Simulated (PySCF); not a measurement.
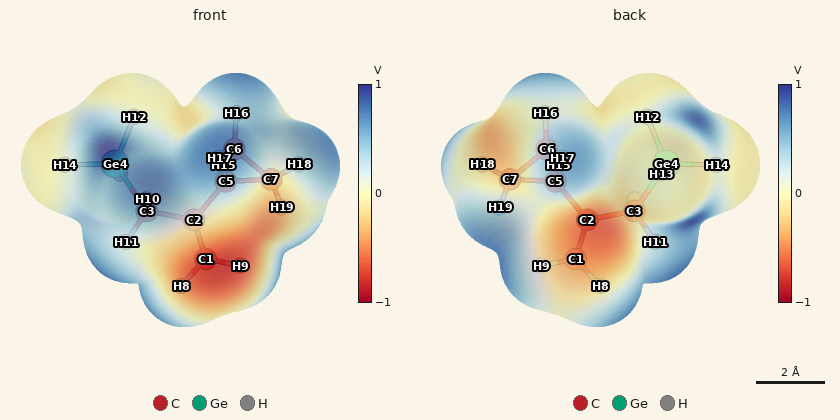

Figure 1: C6H12Ge. The molecular electrostatic potential painted on the density surface at 0.002 e/bohr³, seen from the front and from behind; red is negative and blue positive.

Geometry: PBE0-D3(BJ)/def2-SVP.

Computed with wB97X-D/def2-SVPD, SCF density, gas phase (PySCF).

Input file:

```
{"job": {"kind": "uv", "xc": "wB97X-D", "basis": "def2-SVPD", "ip": true}, "charge": 0, "multiplicity": 1}
C     -0.301004     1.274387    -2.083100
C      0.110582     0.999646    -0.838251
C      1.563535     0.989247    -0.468804
Ge     2.254310    -0.798103     0.000026
C     -0.821006     0.643238     0.270240
C     -1.312692    -0.779867     0.416602
C     -2.265802     0.318171     0.060028
H      0.415249     1.496867    -2.878417
H     -1.360100     1.290732    -2.348993
H      1.746184     1.631814     0.409755
H      2.182493     1.377043    -1.291595
H      1.717339    -1.265334     1.365585
H      1.847023    -1.818404    -1.079547
H      3.793925    -0.733931     0.077222
H     -0.578163     1.137449     1.218811
H     -1.351335    -1.215140     1.418770
H     -1.037028    -1.482504    -0.374756
H     -2.975876     0.657590     0.818092
H     -2.659693     0.336864    -0.958656
```

Run with:

```sh
OMP_NUM_THREADS=1 python probes_run.py task.json out
```

Describe the electrostatic potential map.

The most negative region (about −0.8 V) lies over the π face of C1 and C2, the most positive (about +0.9 V) over Ge4.

How polar is the molecule by this calculation?

Its dipole moment is 0.59 D.
